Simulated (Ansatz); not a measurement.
Take Mo in the bcc (W type) structure (space group Im-3m, No. 229; a = 3.130 Å; relaxed with 0.1 eV smearing) as the base. Axes: x, y, z lie along the cube axes.

Structures relaxed with PBEsol in Ansatz (plane waves to 420 eV, PAW, without spin-orbit coupling).

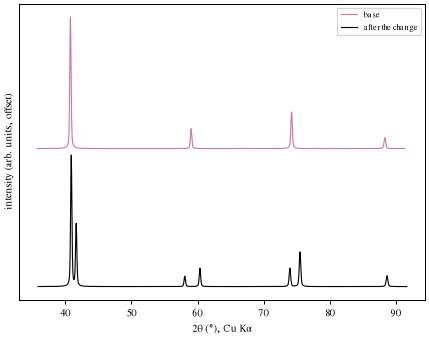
Simulated powder patterns before (top) and after one change

Task: Which change produced these results?
A. biaxial strain −1.00 %, plane normal [001], relaxed out of plane
B. biaxial strain −2.00 %, plane normal [001], relaxed out of plane
C. biaxial strain +1.00 %, plane normal [001], relaxed out of plane
D. biaxial strain +3.00 %, plane normal [001], relaxed out of plane

Result: B, biaxial strain −2.00 %, plane normal [001], relaxed out of plane. Its volume per atom is 14.95 Å³ against 15.33 Å³, and its space group is I4/mmm (No. 139).

Whether these cells are dynamically stable was not tested. All final runs are without spin polarisation.

Ansatz is a quantum-chemistry and plane-wave program.
